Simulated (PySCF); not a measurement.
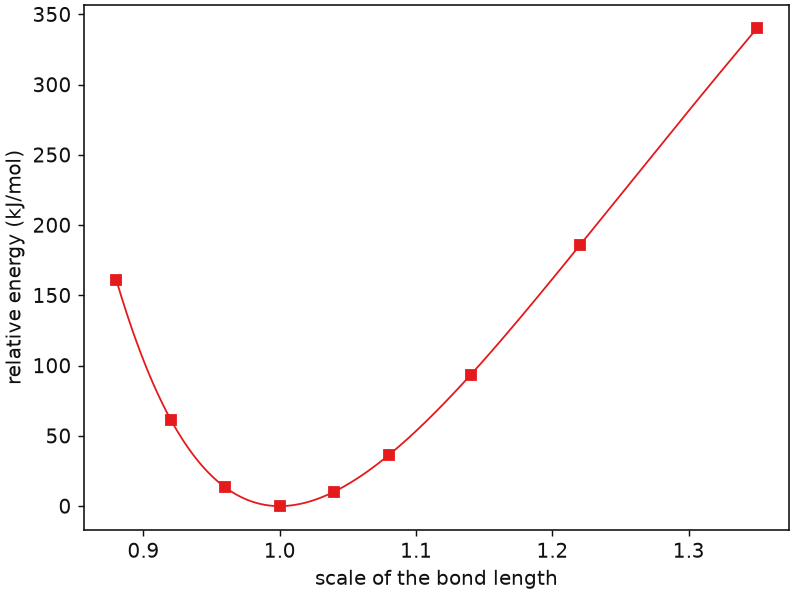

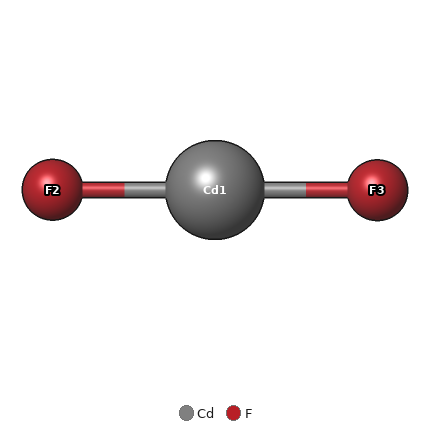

Rigid scan of CdF₂, singlet, from a minimum of the shape that electron-pair counting expects: all bonds to atom 1 scaled (atom 1 is the central atom). PBE0/def2-TZVP (ECP), PySCF, restricted determinant, no spin-orbit coupling; energies counted from the minimum. Splines pass through the computed points, which are marked.

What does it cost to go to either end of the scan?

161.3 kJ/mol at 0.88 and 340.0 kJ/mol at 1.35.

Give the values at the computed points.

In kJ/mol:
```csv
scale of the bond length,PBE0
0.88,161.3
0.92,61.6
0.96,13.3
1.00,0.0
1.04,10.3
1.08,36.3
1.14,93.4
1.22,185.5
1.35,340.0
```

Note: closed-shell stability not tested.
